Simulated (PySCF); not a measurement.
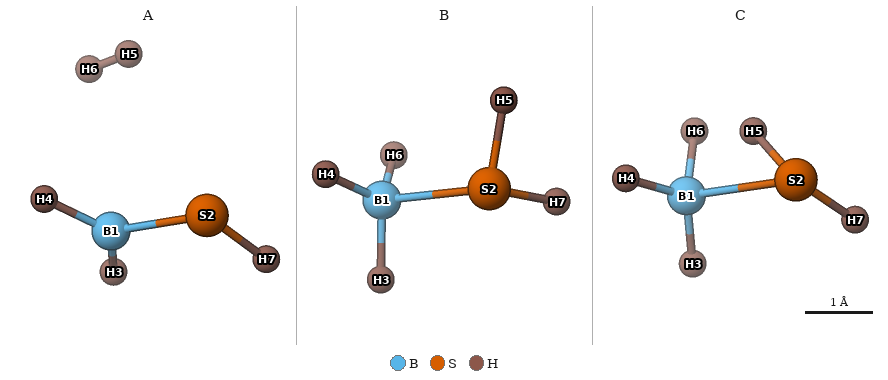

Three geometries of BH5S: a saddle point and the two minima that it joins, in shuffled order. The picture is a ball-and-stick view, seen at a tilt. Sticks join atoms that are closer than about 1.2 times the sum of their covalent radii (a little more with hydrogen).

Stationary points at PBE0-D4/def2-TZVP, single-point energies with CCSD(T)/CBS (def2-TZVPP where no basis is named; PySCF 2.14.0). The energies are electronic, without zero-point or thermal terms, and both ends are the minima reached downhill from the saddle, with any fragments still in contact. CCSD(T)/CBS stands for a frozen-core estimate: MP2 correlation extrapolated from def2-TZVPP and def2-QZVPP, CCSD(T) minus MP2 from the smaller set.

Identify the saddle point and describe the reaction.

Frame C is the saddle point. Counted by bonded pieces, A holds BH₃S + H₂ and B holds BH₅S. From A over the saddle to B, bonds form: B1–H6 (3.20 → 1.27 → 1.20 Å), S2–H5 (3.77 → 1.57 → 1.35 Å). A bond breaks: H5–H6 (0.75 → 1.17 → 2.83 Å). The saddle has one imaginary mode, 738i cm⁻¹. With CCSD(T)/CBS the barrier is 102.6 kJ/mol from A and 76.6 kJ/mol from B, and B lies 26.0 kJ/mol above A.
